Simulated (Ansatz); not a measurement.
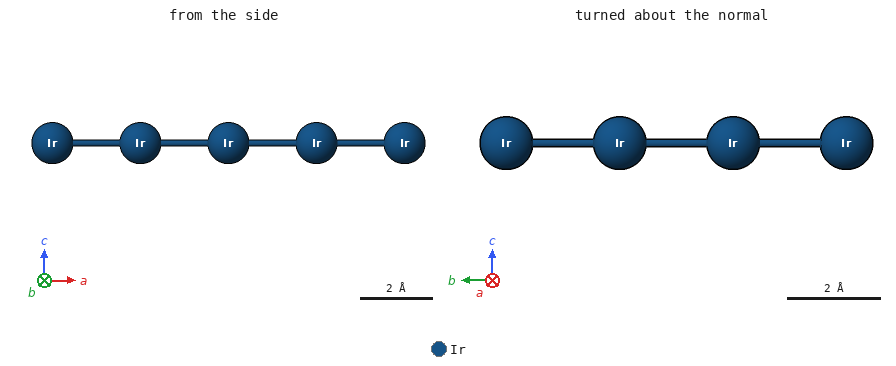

A ball-and-stick picture of a periodic sheet, seen from the side and turned about the normal. The surface normal points up in side views; the vacuum is left out. 4×3 cells are drawn in the plane, with atoms at the edges repeated.

The cell holds 1 Ir.

Give the thickness from the bottom atom to the top atom.

Answer. About 0.0 Å from the lowest to the highest atom.

What bonds hold it together?

Answer. The coordination shell of Ir holds four Ir in a square planar arrangement at about 2.5 Å. The bonds build Ir layers parallel to the surface.

The structure was taken from a structure type filled with this element by a generator (whether the element takes this form wasn't checked). The structure drawn was relaxed with Ansatz 0.2.0, DFT PBE, scalar-relativistic, plane waves, PAW.
